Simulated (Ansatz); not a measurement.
A computed series for Si: response to strain

The parent structure is Si in the diamond structure (space group Fd-3m, No. 227; a = 5.402 Å). Axes: x, y, z lie along the cube axes.

Strains are applied to the cell and any free atomic positions relax; under biaxial strain the out-of-plane vector relaxes too.

Calculations: DFT with LDA, PAW potentials and a 420 eV plane-wave cutoff in Ansatz (an electronic-structure program), no spin-orbit coupling.

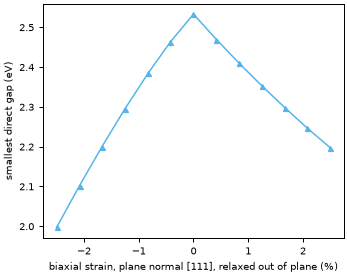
Figure: Smallest direct gap against biaxial strain, plane normal [111], relaxed out of plane

Problem. From the plot, what is the smallest direct gap for biaxial strain +0.42 %, plane normal [111], relaxed out of plane?

Solution. About 2.47 eV.

Problem. Is the trend monotonic over the range shown?

Solution. No, it turns within the range, spanning 2.00 eV to 2.53 eV.

Stability against distortions was not tested.
